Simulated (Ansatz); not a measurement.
**C4H8O (2-butanone): HSE06/6-31G(d) (spherical functions)**

What is the electronic atomisation energy of C4H8O (2-butanone) at HSE06/6-31G* (spherical functions)? 

The calculation is run with Ansatz 0.2.0.

51 further runs of the same task are left out: 51 set aside as unsound or not needed.

### Step 1. The system as given

C4H8O has 13 atoms, charge 0, and is taken as a singlet. SMILES: `CCC(C)=O`. The shape is that of a PBE0-D4/def2-TZVP optimisation. This is one conformer, not always the lowest.

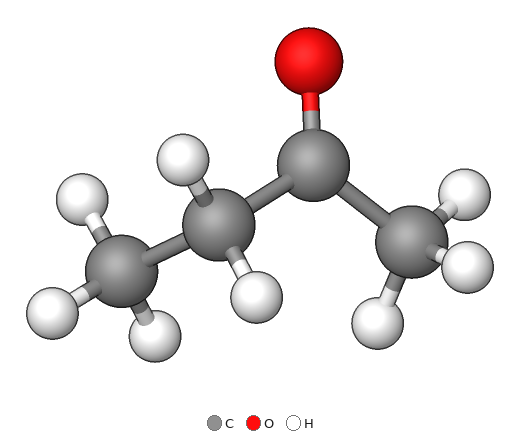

Viewed from a chosen angle; carbon grey, oxygen red, hydrogen white.

### Step 2. The energy at HSE06/6-31G(d) (spherical functions)

Contents of input.yaml:

```yaml
crystal:
  periodic: [false, false, false]
  atoms:
    - symbol: C
      position_ang: [-1.145600, 1.128600, -0.438000]
    - symbol: C
      position_ang: [0.104000, 0.866600, 0.400200]
    - symbol: C
      position_ang: [0.917600, -0.253800, -0.206600]
    - symbol: C
      position_ang: [0.580900, -1.652300, 0.236700]
    - symbol: O
      position_ang: [1.778900, -0.032900, -1.021800]
    - symbol: H
      position_ang: [-1.729800, 1.946300, -0.012200]
    - symbol: H
      position_ang: [-0.871200, 1.401500, -1.458700]
    - symbol: H
      position_ang: [-1.791800, 0.248500, -0.484700]
    - symbol: H
      position_ang: [-0.181700, 0.612400, 1.425300]
    - symbol: H
      position_ang: [0.731300, 1.759600, 0.423400]
    - symbol: H
      position_ang: [-0.499800, -1.816400, 0.230900]
    - symbol: H
      position_ang: [0.914800, -1.787200, 1.270500]
    - symbol: H
      position_ang: [1.077500, -2.382200, -0.399800]
basis:
  gaussian:
    orbitals: 6-31G_st_-spherical.json
hamiltonian:
  xc: {name: HSE06}
accuracy: high
output: {orbitals: {seedname: orbitals}}
```

The basis set 6-31G* is read from a file made from the Basis Set Exchange's data (not shown).

Started as:

```sh
$ ansatz run input.yaml --threads 1 --pin off --max-ram 3480MiB --events-out events.jsonl --progress --plain --runs-dir runs
```

Log:

```text
Warning: RAYON_NUM_THREADS=1 ignored (pool sized by the plan → 1); use --threads N
Functional definition: HSE06
  name "HSE06"
  parameter a = 0.25
  parameter omega = 0.11/bohr
  exchange = pbe_x - a*pbe_x_sr(omega) + a*exact_x_sr(omega)
  correlation = pbe_c
2165 factors; integrals over basis functions are off by at most 3.2e-9 eV
110 factors; integrals over basis functions are off by at most 1.0e-9 eV
mean field evaluation 1: about -6310.1254 eV, gradient 5.8e1 eV
mean field evaluation 2: about -6305.7506 eV, gradient 7.5e1 eV
mean field evaluation 4: about -6317.4030 eV, gradient 2.5e0 eV
mean field evaluation 8: about -6317.7605 eV, gradient 3.6e-1 eV
mean field evaluation 16: about -6317.7609 eV, gradient 9.4e-5 eV
mean field -6317.76087916 eV, -232.1734299771 hartree, gradient 3.8e-8 eV, S^2 0.000000; 0 other end points of the search recorded, 0 dependent functions left out
reference -6317.76088145 eV, -232.1734300610 hartree; 20, 20 occupied and 66, 66 virtual orbitals, 2165 factors
Total energy: -6317.76088145 eV, -232.1734300610 hartree
```

It took 6 s on 1 thread of Intel Xeon 6975P-C (Granite Rapids), shared host; peak memory 0.33 GiB.

### Step 3. The C atom at the same level

Contents of run.yaml:

```yaml
basis:
  gaussian:
    orbitals: 6-31G_st_-spherical.json
crystal:
  periodic: [false, false, false]
  atoms:
    - symbol: C
      position_ang: [0.000000, 0.000000, 0.000000]
magnetization:
  spin_polarized: true
  initial_magnetization: 2
accuracy: high
hamiltonian:
  xc: hse06
```

The basis set 6-31G* is read from a file made from the Basis Set Exchange's data (not shown).

Run the same way, it converges to -37.79014 Eh (log not shown).

### Step 4. The H atom

Contents of molecule.yaml:

```yaml
crystal:
  periodic: [false, false, false]
  atoms:
    - {symbol: H, position_ang: [0.000000, 0.000000, 0.000000]}
basis:
  gaussian:
    orbitals: "6-31G*"
magnetization:
  spin_polarized: true
  initial_magnetization: 1
hamiltonian:
  xc: hse06
accuracy: high
```

Run the same way, it converges to -0.49883 Eh (log not shown).

### Step 5. The O atom

Contents of input.yaml:

```yaml
crystal:
  periodic: [false, false, false]
  atoms:
    - symbol: O
      position_ang: [0.000000, 0.000000, 0.000000]
basis:
  gaussian: {orbitals: 6-31G_st_-spherical.json}
hamiltonian: {xc: {name: HSE06}}
magnetization: {spin_polarized: true, initial_magnetization: 2}
accuracy: high
```

The basis set 6-31G* is read from a file made from the Basis Set Exchange's data (not shown).

Run the same way, it converges to -74.98054 Eh (log not shown).

### Step 6. Summary of results

At HSE06/6-31G* (spherical functions):

```
                     quantity          value
       molecule: total energy  -232.17343 Eh
        molecule: HOMO energy       -6.40 eV
        molecule: LUMO energy       -0.38 eV
      molecule: HOMO–LUMO gap        6.02 eV
         C atom: total energy   -37.79014 Eh
                 C atom: ⟨S²⟩          2.002
         H atom: total energy    -0.49883 Eh
                 H atom: ⟨S²⟩          0.750
         O atom: total energy   -74.98054 Eh
                 O atom: ⟨S²⟩          2.002
electronic atomisation energy      55.558 eV
```

In words: Taking the molecule apart into free atoms costs 55.56 eV (5360 kJ/mol), before zero-point energy and without spin-orbit coupling.
